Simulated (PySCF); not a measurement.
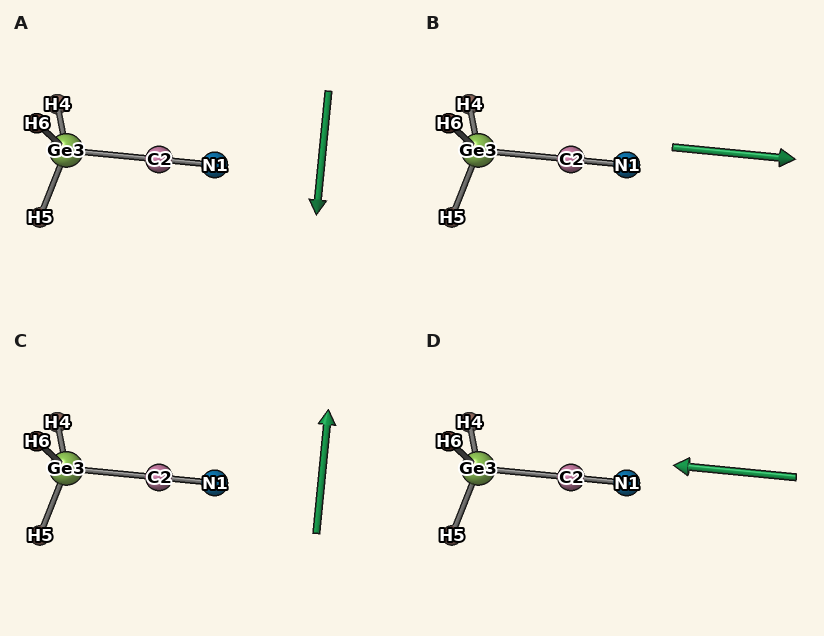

The same molecule four times, each with an arrow. The geometry was computed by an optimisation with GFN2-xTB. No frequency run is at hand to confirm it as a minimum. Method: PBE0/def2-SVPD, gas phase (PySCF 2.14.0).

Which arrow points along the dipole moment, from the negative to the positive end?

D. The dipole moment is 3.86 D; it points from the side of N1 to the side of H4, H5, H6 (the outermost atoms at the two ends).

The geometry is semi-empirical. Around Ge such bond lengths and angles can be off by a tenth of an ångström or more and by several degrees, and values that hang on the shape move with them.
